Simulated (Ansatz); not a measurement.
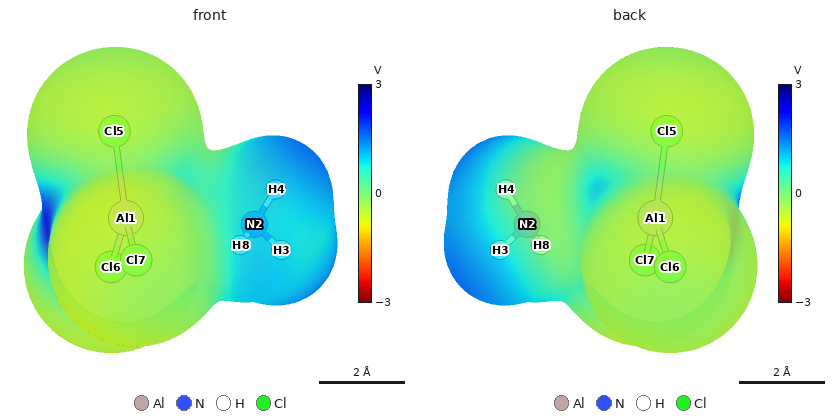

AlCl3···NH3. The electrostatic potential painted on the density surface at 0.001 e/bohr³, seen from the front and from behind; the colour scale runs from red (negative) to blue (positive).

Not at a stationary point (largest force 1.7 eV/Å).

These are results of RKS PBE0-D4/def2-SVP in Ansatz 0.2.0, not measurements.

Input file:

```
crystal:
  periodic: [false, false, false]
  atoms:
    - { symbol: Al, position_ang: [0.0, 0.0, 0.0] }
    - { symbol: "N", position_ang: [0.0, 0.0, 2.27] }
    - { symbol: H, position_ang: [-0.877, -0.2713, 2.8] }
    - { symbol: H, position_ang: [0.877, 0.2713, 2.8] }
    - { symbol: Cl, position_ang: [1.9312, 0.0, -1.115] }
    - { symbol: Cl, position_ang: [-1.9312, 0.0, -1.115] }
    - { symbol: Cl, position_ang: [-0.7361, 2.2853, 0.7978] }
    - { symbol: H, position_ang: [-0.3958, 1.2286, 2.0062] }
basis:
  gaussian: { orbitals: def2-SVP }
hamiltonian:
  xc: pbe0
  dispersion: d4
relax:
  f_tol: 0.15
  max_steps: 25
  restrain:
    - { distance: [0, 6], at: 2.23, k: 30.0 }
    - { distance: [7, 1], at: 1.06, k: 30.0 }
    - { distance: [0, 1], at: 3.12, k: 30.0 }
    - { distance: [7, 6], at: 2.57, k: 30.0 }
output:
  orbitals: {}
```

Launched as:

```sh
ansatz run input.yaml --threads 2 --pin off --max-ram 3072MiB --backend cpu --events-out ev --progress --plain --runs-dir out
```

The fields are those of the run's last geometry, not of the input's.

> Which sites attract a positive test charge, and which a negative one?

A positive charge is drawn to the negative regions and a negative charge to the positive ones. The most negative region (about −0.6 V) lies over Cl7, the most positive (about +2.0 V) over Al1.
